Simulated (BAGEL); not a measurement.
**singlet C2H3Cl2Si+, step by step**

Wanted: the energy (singlet C2H3Cl2Si+, HF/cc-pVDZ), then a single-point energy (doublet C2H3Cl2Si, NEVPT2(3,3)/cc-pVDZ) of C2H3Cl2Si. 

The calculation is run with BAGEL 1.2.2.

2 further runs of the same task are left out: 2 set aside as unsound or not needed.

### 1 Starting point

The species is C2H3Cl2Si+ (8 atoms), meant as a singlet with charge +1. SMILES of the parent species: `[H]/[C]=C/[SiH](Cl)Cl`. One bond was lengthened or shortened from a relaxed shape. That shape belongs to the parent species and isn't relaxed for this state.

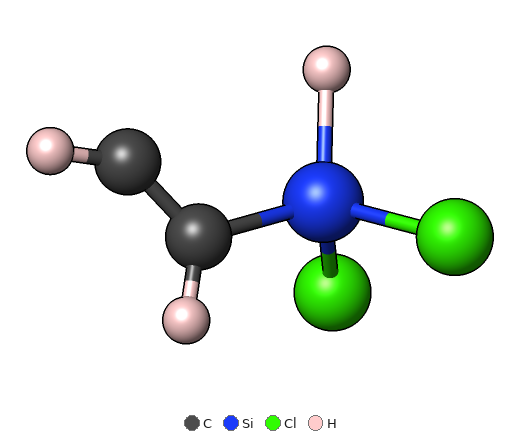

Viewed from a chosen angle; carbon dark grey, silicon blue, chlorine green, hydrogen pink.

### 2 The energy at HF/cc-pVDZ (density fitting with svp-jkfit) (run 1)

Contents of calc.json:

```json
{ "bagel" : [

{
  "title" : "molecule",
  "basis" : "cc-pvdz.json",
  "df_basis" : "svp-jkfit",
  "angstrom" : true,
  "geometry" : [
    { "atom" : "C", "xyz" : [      -0.470334,       1.417614,       0.836268 ] },
    { "atom" : "C", "xyz" : [      -0.196734,       0.146914,       0.914868 ] },
    { "atom" : "Si", "xyz" : [       0.298466,      -0.767986,      -0.614132 ] },
    { "atom" : "Cl", "xyz" : [      -1.016234,      -2.298786,      -0.953932 ] },
    { "atom" : "Cl", "xyz" : [       2.160966,      -1.575686,      -0.357632 ] },
    { "atom" : "H", "xyz" : [      -0.775634,       2.244214,       1.462568 ] },
    { "atom" : "H", "xyz" : [      -0.252734,      -0.394286,       1.865968 ] },
    { "atom" : "H", "xyz" : [       0.322500,       0.245600,      -1.971100 ] }
  ]
},

{
  "title" : "hf",
  "charge" : 1
},

{
  "title" : "print",
  "file" : "orbitals.molden",
  "orbitals" : true
}

]}
```

The basis set cc-pVDZ is read from a file made from the Basis Set Exchange's data (not shown).

The run is started by

```
$ BAGEL_NUM_THREADS=1 BAGEL calc.json > calc.out
```

What it wrote:

```text
* using 1 threads per process

  ===============================================================
  ===============================================================

  *** Geometry ***

  { "atom" : "C", "xyz" : [     -0.888802,      2.678902,      1.580317 ] },
  { "atom" : "C", "xyz" : [     -0.371773,      0.277627,      1.728850 ] },
  { "atom" : "Si", "xyz" : [      0.564019,     -1.451283,     -1.160541 ] },
  { "atom" : "Cl", "xyz" : [     -1.920404,     -4.344076,     -1.802670 ] },
  { "atom" : "Cl", "xyz" : [      4.083634,     -2.977615,     -0.675827 ] },
  { "atom" : "H", "xyz" : [     -1.465736,      4.240950,      2.763853 ] },
  { "atom" : "H", "xyz" : [     -0.477598,     -0.745093,      3.526168 ] },
  { "atom" : "H", "xyz" : [      0.609437,      0.464117,     -3.724839 ] },

  Number of auxiliary basis functions:      588

  Since a DF basis is specified, we compute 2- and 3-index integrals:
    o Being stored without compression. Storage requirement is 0.044 GB

  Number of basis functions:       97
  Number of electrons      :       63

    * METHOD: MOLECULE                             0.40

  *** RHF ***

  === Nuclear Repulsion ===
   319.0968720362

      * DIIS with orbital gradients will be used.

  === RHF iteration (cc-pvdz.json) ===
      0      -1284.96062374          0.00998752           0.14
      1      -1285.06460755          0.00596665           0.13
      2      -1285.09172620          0.00199889           0.14
      3      -1285.09647452          0.00083311           0.14
      4      -1285.09761258          0.00042893           0.13
      5      -1285.09810170          0.00018633           0.14
      6      -1285.09819600          0.00004175           0.13
      7      -1285.09819919          0.00001456           0.14
      8      -1285.09819962          0.00000529           0.14
      9      -1285.09819966          0.00000257           0.14
     10      -1285.09819967          0.00000099           0.14
     11      -1285.09819967          0.00000032           0.14
     12      -1285.09819968          0.00000014           0.14
     13      -1285.09819968          0.00000007           0.13
     14      -1285.09819968          0.00000002           0.14
     15      -1285.09819968          0.00000001           0.13
    * SCF iteration converged.

    * Permanent dipole moment:
           (    1.200714,    -3.557024,    -2.088183) a.u.

    * METHOD: HF                                   2.48

    * METHOD: PRINT                                0.03

  ===============================================================
```

It took 3.3 s on 1 thread of Arm Neoverse V1, shared host; peak memory 0.17 GiB.

### 3 Doublet neutral C2H3Cl2Si: a single-point energy at NEVPT2(3,3)/cc-pVDZ (density fitting with svp-jkfit) (run 2)

Contents of job.json:

```json
{ "bagel" : [

{
  "title" : "molecule",
  "basis" : "cc-pvdz.json",
  "df_basis" : "svp-jkfit",
  "angstrom" : "true",
  "geometry" : [
    { "atom" : "C", "xyz" : [      -0.470334,       1.417614,       0.836268 ] },
    { "atom" : "C", "xyz" : [      -0.196734,       0.146914,       0.914868 ] },
    { "atom" : "Si", "xyz" : [       0.298466,      -0.767986,      -0.614132 ] },
    { "atom" : "Cl", "xyz" : [      -1.016234,      -2.298786,      -0.953932 ] },
    { "atom" : "Cl", "xyz" : [       2.160966,      -1.575686,      -0.357632 ] },
    { "atom" : "H", "xyz" : [      -0.775634,       2.244214,       1.462568 ] },
    { "atom" : "H", "xyz" : [      -0.252734,      -0.394286,       1.865968 ] },
    { "atom" : "H", "xyz" : [       0.322500,       0.245600,      -1.971100 ] }
  ]
},

{
  "title" : "hf",
  "charge" : 1
},

{
  "title" : "casscf",
  "nstate" : 1,
  "nact" : 3,
  "nclosed" : 30,
  "nspin" : 1,
  "active" : [26, 32, 35],
  "maxiter" : 200,
  "natocc" : "true"
},

{
  "title" : "nevpt2",
  "nstate" : 1,
  "nact" : 3,
  "nclosed" : 30,
  "nspin" : 1,
  "active" : [26, 32, 35],
  "maxiter" : 200,
  "natocc" : "true",
  "ncore" : 17
},

{
  "title" : "print",
  "file" : "orbitals.molden",
  "orbitals" : "true"
}

]}
```

The basis set cc-pVDZ is read from a file made from the Basis Set Exchange's data (not shown).

The run is started by

```
$ BAGEL_NUM_THREADS=1 BAGEL job.json > job.out
```

What it wrote:

```text
* using 1 threads per process

  ===============================================================
  ===============================================================

  *** Geometry ***

  { "atom" : "C", "xyz" : [     -0.888802,      2.678902,      1.580317 ] },
  { "atom" : "C", "xyz" : [     -0.371773,      0.277627,      1.728850 ] },
  { "atom" : "Si", "xyz" : [      0.564019,     -1.451283,     -1.160541 ] },
[... 4 lines of this table left out ...]
  { "atom" : "H", "xyz" : [      0.609437,      0.464117,     -3.724839 ] },

  Number of auxiliary basis functions:      588

  Since a DF basis is specified, we compute 2- and 3-index integrals:
    o Being stored without compression. Storage requirement is 0.044 GB

  Number of basis functions:       97
  Number of electrons      :       63

    * METHOD: MOLECULE                             0.40

  *** RHF ***

[... 11 lines left out ...]
    * SCF iteration converged.
[... 1 line left out ...]
    * Permanent dipole moment:
[... 28 lines left out ...]
    * Second-order optimization converged. *

     guess   0:   closed 1..                  open .1.

  === FCI iteration ===

      0  0     -1285.43407519     4.67e-02      0.00
      1  0     -1285.45212616     1.23e-03      0.00
      2  0     -1285.45214583     1.28e-04      0.00
[... 4 lines of this table left out ...]
      7  0 *   -1285.45214604     1.93e-15      0.00

     * ci vector, state   0, <S^2> = 0.7500
       2a.    -0.9917859385
       .a2    -0.1278432672

    * METHOD: CASSCF                               8.38

    * freezing 17 orbitals

  === DF-NEVPT2 calculation ===

    * 3-index integral transformation done
    * assembly done

      NEVPT2 correlation energy:   -0.5774953903      0.28

          (+0)     -0.4950083053
          (+0)'    -0.0102548315
          (+1)     -0.0188251533
          (+1)'    -0.0000608922
          (+2)     -0.0002154323
          (-1)     -0.0443194635
          (-1)'    -0.0001145604
          (-2)     -0.0086967519

      NEVPT2 total energy:       -1286.0296414293

    * METHOD: NEVPT2                               0.52

    * METHOD: PRINT                                0.02

  ===============================================================
```

Wall time 12 s (1 thread of Arm Neoverse V1, shared host); peak memory 0.18 GiB.

### 4 Summary of results

```
                               quantity           value
        run 1, HF/cc-pVDZ: total energy  -1285.09820 Eh
         run 1, HF/cc-pVDZ: HOMO energy       -16.61 eV
         run 1, HF/cc-pVDZ: LUMO energy        -7.23 eV
       run 1, HF/cc-pVDZ: HOMO–LUMO gap         9.37 eV
doublet neutral C2H3Cl2Si: total energy  -1286.02964 Eh
```
